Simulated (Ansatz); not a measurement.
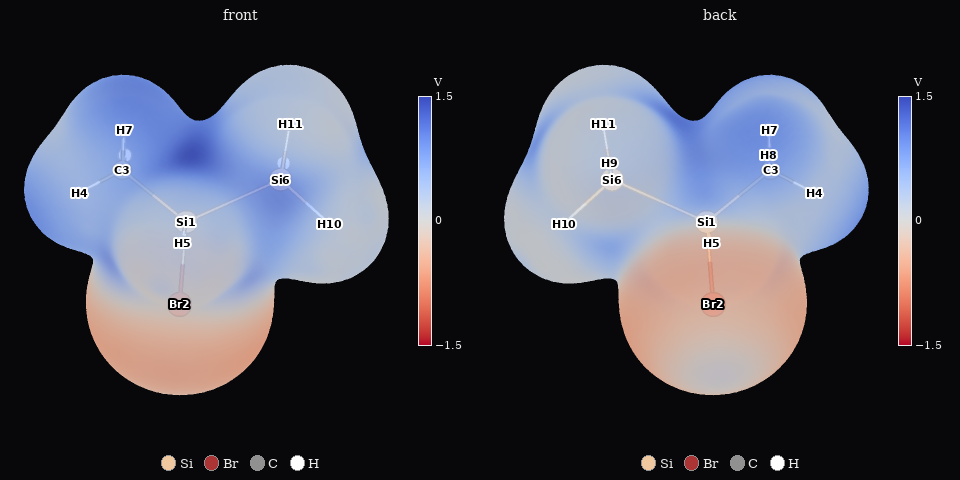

Figure 1: CH$_{7}$BrSi$_{2}$. The electrostatic potential painted on the density surface at 0.002 e/bohr³, seen from the front and from behind; the colour scale runs from red (negative) to blue (positive).

Theory: Ansatz 0.2.0, RKS PBE0-D4/def2-SVP.

```xyz
11

Si    0.0784   -0.1258   -0.7933
Br    1.6496   -1.5997   -1.4353
C     0.9128    1.4719   -0.2829
H     1.5085    1.8804   -1.1130
H    -0.8087    0.0994   -1.9741
Si   -1.0842   -1.1481    0.9652
H     0.1526    2.2175    0.0013
H     1.5798    1.3066    0.5761
H    -0.1273   -1.4256    2.0800
H    -1.6949   -2.4304    0.5031
H    -2.1667   -0.2463    1.4727
```

> Where is the surface potential most negative and most positive?

The most negative region (about −0.6 V) lies over Br2, the most positive (about +1.3 V) over Si1.
